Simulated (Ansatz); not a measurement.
# [SnH3]− (SMILES [H][Sn-]([H])[H]) at PBE0/STO-3G

Aim: the vertical ionisation energy of [SnH3]− at PBE0/STO-3G, from 2 runs. 

Program for the calculation: Ansatz 0.2.0.

1 further run of the same task is left out (set aside as unsound or not needed).

## (1) Starting point

[SnH3]−: 4 atoms, total charge -1, spin state singlet. SMILES: `[H][Sn-]([H])[H]`. The shape comes from GFN2-xTB, which is rough for such elements, and wasn't checked as a minimum.

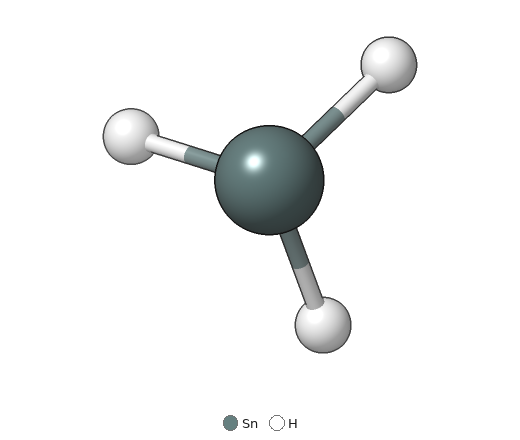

Viewed from a chosen angle; tin teal, hydrogen white.

## (2) A single-point energy at PBE0/STO-3G

The input, run.yaml:

```yaml
crystal:
  periodic: [false, false, false]
  atoms:
    - symbol: Sn
      position_ang: [-0.006380, 0.005730, 0.791670]
    - symbol: H
      position_ang: [1.637790, -0.033600, -0.251650]
    - symbol: H
      position_ang: [-0.786860, 1.432510, -0.280410]
    - symbol: H
      position_ang: [-0.844540, -1.404640, -0.259610]
basis:
  gaussian:
    orbitals: STO-3G
total_charge: -1
hamiltonian:
  xc: {name: PBE0}
accuracy: high
```

Run with:

```console
$ ansatz run run.yaml --threads 1 --pin off --max-ram 2610MiB --events-out events.jsonl --progress --plain --runs-dir runs
```

Output:

```text
Warning: RAYON_NUM_THREADS=1 ignored (pool sized by the plan → 1); use --threads N
Functional definition: PBE0
  name "PBE0"
  parameter a = 0.25
  parameter kappa = 0.804
  parameter beta = 0.06672455060314922
  exchange = (1 - a)*pbe_x(kappa = kappa, mu = beta*pi^2/3) + a*exact_x
  correlation = pbe_c(beta = beta)
519 factors; integrals over basis functions are off by at most 4.0e-9 eV
mean field evaluation 1: about -162360.1098 eV, gradient 6.0e0 eV
mean field evaluation 2: about -162360.1915 eV, gradient 4.6e0 eV
mean field evaluation 4: about -162360.3088 eV, gradient 5.1e-2 eV
mean field evaluation 8: about -162360.2521 eV, gradient 4.8e-4 eV
mean field -162360.25208716 eV, -5966.6292124717 hartree, gradient 4.4e-8 eV, S^2 0.000000; 0 other end points of the search recorded, 0 dependent functions left out
reference -162360.25208844 eV, -5966.6292125186 hartree; 27, 27 occupied and 3, 3 virtual orbitals, 519 factors
Total energy: -162360.25208844 eV, -5966.6292125186 hartree
```

Wall time 0.62 s (1 thread of AMD EPYC 9R45 (Zen 5), shared host); peak memory 0.12 GiB.

## (3) Doublet neutral SnH3 at the same level

The input, in.yaml:

```yaml
crystal:
  periodic: [false, false, false]
  atoms:
    - {symbol: Sn, position_ang: [-0.006380, 0.005730, 0.791670]}
    - {symbol: H, position_ang: [1.637790, -0.033600, -0.251650]}
    - {symbol: H, position_ang: [-0.786860, 1.432510, -0.280410]}
    - {symbol: H, position_ang: [-0.844540, -1.404640, -0.259610]}
basis:
  gaussian:
    orbitals: STO-3G
magnetization:
  spin_polarized: true
  initial_magnetization: 1
hamiltonian:
  xc: pbe0
accuracy: high
```

Run with:

```console
$ ansatz run in.yaml --threads 1 --pin off --max-ram 2610MiB --events-out events.jsonl --progress --plain --runs-dir runs
```

Output:

```text
Warning: RAYON_NUM_THREADS=1 ignored (pool sized by the plan → 1); use --threads N
Functional definition: PBE0
  name "PBE0"
  parameter a = 0.25
  parameter kappa = 0.804
  parameter beta = 0.06672455060314922
  exchange = (1 - a)*pbe_x(kappa = kappa, mu = beta*pi^2/3) + a*exact_x
  correlation = pbe_c(beta = beta)
519 factors; integrals over basis functions are off by at most 4.0e-9 eV
mean field evaluation 1: about -162361.6673 eV, gradient 7.3e0 eV
mean field evaluation 2: about -162361.8775 eV, gradient 6.4e0 eV
mean field evaluation 4: about -162362.3436 eV, gradient 2.6e-1 eV
mean field evaluation 8: about -162362.2753 eV, gradient 1.8e-3 eV
mean field evaluation 16: about -162362.2752 eV, gradient 2.5e-7 eV
mean field -162362.27524668 eV, -5966.7035622125 hartree, gradient 5.2e-8 eV, S^2 0.750394; 0 other end points of the search recorded, 0 dependent functions left out
reference -162362.27524804 eV, -5966.7035622625 hartree; 27, 26 occupied and 3, 4 virtual orbitals, 519 factors
Total energy: -162362.27524804 eV, -5966.7035622625 hartree
```

Wall time 0.98 s (1 thread of AMD EPYC 9R45 (Zen 5), shared host); peak memory 0.16 GiB.

## (4) Outcome

Level: PBE0/STO-3G.

```
                                           quantity           value
                      singlet [SnH3]−: total energy  -5966.62921 Eh
                 doublet neutral SnH3: total energy  -5966.70356 Eh
                         doublet neutral SnH3: ⟨S²⟩           0.750
vertical detachment energy (to the doublet neutral)       -2.023 eV
```

The species is unbound against losing an electron at this level, by 2.02 eV (−47 kcal/mol); missing correlation or diffuse functions can give that sign where the real anion is bound. In a minimal basis such a difference can be off by several eV, whatever the method. Relativity is left out (singlet [SnH3]−) although the molecule holds a heavy atom. Relativity is left out (doublet neutral SnH3) although the molecule holds a heavy atom.
